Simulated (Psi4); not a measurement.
# CH5BClNO (SMILES NB(Cl)CO) at HSE06/6-31G(d) (spherical functions)

What is the vertical ionisation energy of CH5BClNO at HSE06/6-31G* (spherical functions)? Input form: a QCSchema input.

Program for the calculation: Psi4 1.11.

1 further run of the same task is left out (set aside as unsound or not needed).

**1. The system as given**

The species is CH5BClNO (10 atoms), meant as a singlet with charge 0. SMILES: `NB(Cl)CO`. The shape is that of a PBE0-D4/def2-TZVP optimisation. This is a higher conformer, about 10 kJ/mol above the lowest found by a separate search.

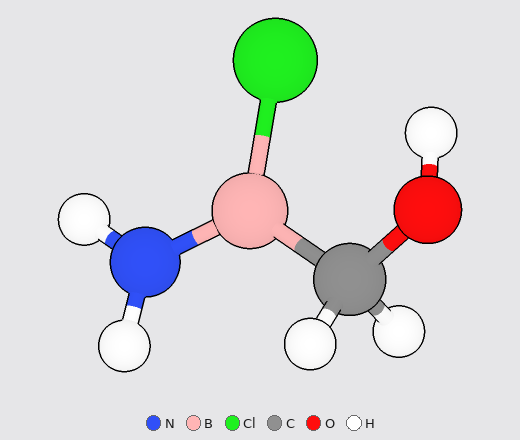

The structure, seen from a chosen angle (nitrogen blue, boron pink, chlorine green, carbon grey, oxygen red, hydrogen white).

**2. Energy and gradient at HSE06/6-31G(d) (spherical functions)**

The input, job.json:

```json
{
 "schema_name": "qcschema_input",
 "schema_version": 1,
 "molecule": {
  "schema_name": "qcschema_molecule",
  "schema_version": 2,
  "symbols": ["N", "B", "Cl", "C", "O", "H", "H", "H", "H", "H"],
  "geometry": [-2.79925131, 1.45527809, 0.49850975, -0.24793207, 0.86606148, 0.51513934, 1.84890804, 2.89392659, 2.20379861, 0.91613923, -1.44526254, -0.96224854, 3.2588327, -2.35063033, -0.05706973, -3.51564648, 2.9959718, 1.34907548, -4.08955631, 0.37152016, -0.3802129, -0.41082646, -3.03603399, -0.93579238, 1.07714389, -0.88628155, -2.96724796, 4.11922501, -0.96130368, 0.74115059],
  "molecular_charge": 0,
  "molecular_multiplicity": 1,
  "fix_symmetry": "c1"
 },
 "driver": "gradient",
 "model": {
  "method": "hse06",
  "basis": "6-31G*"
 },
 "keywords": {
  "reference": "rks",
  "puream": true,
  "e_convergence": 1e-09,
  "d_convergence": 1e-08,
  "scf_type": "pk",
  "dft_radial_points": 99,
  "dft_spherical_points": 590,
  "scf_properties": ["LOWDIN_CHARGES", "MAYER_INDICES", "DIPOLE"]
 }
}
```

Command:

```console
$ psi4 --qcschema job.json -n 1 --memory 1600MB
```

stdout:

```text
[...]
  Running in c1 symmetry.
[...]
  Nuclear repulsion =  209.056385068828888
[...]
  Multiplicity = 1
[...]
  Nalpha       = 24
  Nbeta        = 24
[...]
    Number of basis functions: 84
[...]
   @RKS iter   1:  -655.53089934620107   -1.39608e-01   1.00208e-02 DIIS/ADIIS
[...]
   @RKS iter  12:  -655.85078565558251   -1.13687e-13   2.07584e-09 DIIS
[...]
    Orbital Energies [Eh]
    ---------------------
    Doubly Occupied:
       1A   -101.678824     2A    -19.184835     3A    -14.392442
       4A    -10.237330     5A     -9.504514     6A     -7.235086
       7A     -7.229864     8A     -7.229195     9A     -6.806873
      10A     -1.017434    11A     -0.902573    12A     -0.830867
      13A     -0.682031    14A     -0.538201    15A     -0.533875
      16A     -0.483134    17A     -0.441872    18A     -0.427963
      19A     -0.385007    20A     -0.348673    21A     -0.319074
      22A     -0.304042    23A     -0.292778    24A     -0.249416
[...]
  @RKS Final Energy:  -655.85078565558251
   => Energetics <=
    Nuclear Repulsion Energy =            209.0563850688288881
    One-Electron Energy =               -1317.0053884410176579
    Two-Electron Energy =                 494.3918835132435561
    DFT Exchange-Correlation Energy =     -42.2936657966373630
    Empirical Dispersion Energy =           0.0000000000000000
    VV10 Nonlocal Energy =                  0.0000000000000000
    Total Energy =                       -655.8507856555826265
[...]
 Multipole Moments:
 ------------------------------------------------------------------------------------
     Multipole            Electronic (a.u.)      Nuclear  (a.u.)        Total (a.u.)
 ------------------------------------------------------------------------------------
 L = 1.  Multiply by 2.5417464519 to convert [e a0] to [Debye]
 Dipole X            :          2.1610729           -3.4884773           -1.3274044
 Dipole Y            :          4.2300750           -3.7968638            0.4332111
 Dipole Z            :          3.3777970           -3.6204540           -0.2426570
 Magnitude           :                                                    1.4172356
[...]
  -Total Gradient:
     Atom            X                  Y                   Z
    ------   -----------------  -----------------  -----------------
       1       -0.000019211197    -0.000474139039    -0.000069489065
       2       -0.000043028032     0.001211518300    -0.000116986699
       3       -0.001593408493    -0.002657525517    -0.001626351721
       4       -0.002979394016    -0.000077828565    -0.000303886850
       5        0.001920387881     0.005653100936     0.001657434699
       6        0.001554436191    -0.002659610731    -0.001561854312
       7        0.002283476447     0.001742079469     0.001489069756
       8        0.000818376268     0.001379390786     0.000185116911
       9        0.000302332731    -0.000285958007     0.001965572439
      10       -0.002251660593    -0.003813622572    -0.001615110315
[...]
```

Wall time 91 s (1 thread of Intel Xeon Platinum 8259CL at 2.50GHz (Skylake/Cascade Lake), shared host); peak memory 0.93 GiB.

**3. The doublet cation: the energy at UHSE06/6-31G(d) (spherical functions)**

The input, ch5bclno.json:

```json
{
 "schema_name": "qcschema_input",
 "schema_version": 1,
 "molecule": {
  "schema_name": "qcschema_molecule",
  "schema_version": 2,
  "symbols": ["N", "B", "Cl", "C", "O", "H", "H", "H", "H", "H"],
  "geometry": [-2.79925131, 1.45527809, 0.49850975, -0.24793207, 0.86606148, 0.51513934, 1.84890804, 2.89392659, 2.20379861, 0.91613923, -1.44526254, -0.96224854, 3.2588327, -2.35063033, -0.05706973, -3.51564648, 2.9959718, 1.34907548, -4.08955631, 0.37152016, -0.3802129, -0.41082646, -3.03603399, -0.93579238, 1.07714389, -0.88628155, -2.96724796, 4.11922501, -0.96130368, 0.74115059],
  "molecular_charge": 1,
  "molecular_multiplicity": 2,
  "fix_symmetry": "c1"
 },
 "driver": "energy",
 "model": {
  "method": "hse06",
  "basis": "6-31G*"
 },
 "keywords": {
  "reference": "uks",
  "puream": true,
  "e_convergence": 1e-09,
  "d_convergence": 1e-08,
  "scf_type": "pk",
  "dft_radial_points": 99,
  "dft_spherical_points": 590,
  "maxiter": 100,
  "scf_properties": ["WIBERG_LOWDIN_INDICES", "DIPOLE", "MAYER_INDICES"]
 }
}
```

Command:

```console
$ psi4 --qcschema ch5bclno.json -n 1 --memory 1600MB
```

stdout:

```text
[...]
  Running in c1 symmetry.
[...]
  Nuclear repulsion =  209.056385068828888
[...]
  Multiplicity = 2
[...]
  Nalpha       = 24
  Nbeta        = 23
[...]
    Number of basis functions: 84
[...]
   @UKS iter   1:  -655.08086657655144    3.10425e-01   1.02260e-02 ADIIS/DIIS
[...]
   @UKS iter  20:  -655.49431253250623    3.41061e-13   2.72471e-09 DIIS
[...]
   @S^2 Observed:                7.580522114E-01
[...]
    Orbital Energies [Eh]
    ---------------------
    Alpha Occupied:
       1A   -101.885959     2A    -19.537169     3A    -14.627918
       4A    -10.497321     5A     -9.710804     6A     -7.441218
       7A     -7.437398     8A     -7.434846     9A     -7.036105
      10A     -1.343590    11A     -1.129498    12A     -1.037215
      13A     -0.952202    14A     -0.796897    15A     -0.749375
      16A     -0.740687    17A     -0.714168    18A     -0.698116
      19A     -0.623814    20A     -0.591897    21A     -0.565006
      22A     -0.558233    23A     -0.516879    24A     -0.512466
    Alpha Virtual:
      25A     -0.213556    26A     -0.146682    27A     -0.117557
[...]
  @UKS Final Energy:  -655.49431253250623
   => Energetics <=
    Nuclear Repulsion Energy =            209.0563850688288881
    One-Electron Energy =               -1305.5621657398842217
    Two-Electron Energy =                 482.9878186900363062
    DFT Exchange-Correlation Energy =     -41.9763505514871085
    Empirical Dispersion Energy =           0.0000000000000000
    VV10 Nonlocal Energy =                  0.0000000000000000
    Total Energy =                       -655.4943125325062283
[...]
 Multipole Moments:
 ------------------------------------------------------------------------------------
     Multipole            Electronic (a.u.)      Nuclear  (a.u.)        Total (a.u.)
 ------------------------------------------------------------------------------------
 L = 1.  Multiply by 2.5417464519 to convert [e a0] to [Debye]
 Dipole X            :          2.2509699           -3.4884773           -1.2375074
 Dipole Y            :          3.1439274           -3.7968638           -0.6529364
 Dipole Z            :          2.6172106           -3.6204540           -1.0032434
 Magnitude           :                                                    1.7216991
[...]
```

The result, in JSON:

```text
{
 "driver": "energy",
 "model": {
  "method": "hse06",
  "basis": "6-31G*"
 },
 "success": true,
 "return_result": -655.4943125325062,
 "properties": {
  "calcinfo_nbasis": 84,
  "calcinfo_nmo": 84,
  "calcinfo_nalpha": 24,
  "calcinfo_nbeta": 23,
  "calcinfo_natom": 10,
  "nuclear_repulsion_energy": 209.0563850688289,
  "return_energy": -655.4943125325062,
  "scf_one_electron_energy": -1305.5621657398842,
  "scf_two_electron_energy": 482.9878186900363,
  "scf_xc_energy": -41.97635055148711,
  "scf_dipole_moment": [-1.237507394609124, -0.6529364369041293, -1.0032434038400422],
  "scf_total_energy": -655.4943125325062,
  "scf_iterations": 20
 }
}
```

Wall time 2.2 min (1 thread of Intel Xeon Platinum 8259CL at 2.50GHz (Skylake/Cascade Lake), shared host); peak memory 0.94 GiB.

**4. What came out**

Level: HSE06/6-31G* (spherical functions).

```
                                          quantity          value
                    singlet CH5BClNO: total energy  -655.85079 Eh
                   singlet CH5BClNO: dipole moment         3.60 D
                     singlet CH5BClNO: HOMO energy       -6.79 eV
                     singlet CH5BClNO: LUMO energy        0.24 eV
                   singlet CH5BClNO: HOMO–LUMO gap        7.03 eV
        singlet CH5BClNO: largest force on an atom     0.319 eV/Å
                      doublet cation: total energy  -655.49431 Eh
doublet cation: HOMO energy (highest over α and β)      -13.23 eV
 doublet cation: LUMO energy (lowest over α and β)      -12.39 eV
                              doublet cation: ⟨S²⟩          0.758
vertical ionisation energy (to the doublet cation)       9.700 eV
```

**Reading.** Removing an electron at fixed nuclei costs 9.70 eV (936 kJ/mol). The largest force (singlet CH5BClNO) is 0.32 eV/Å: the shape isn't a stationary point for this species at this level. The negative HOMO energy of the first species, 6.79 eV, lies 2.91 eV below that difference.
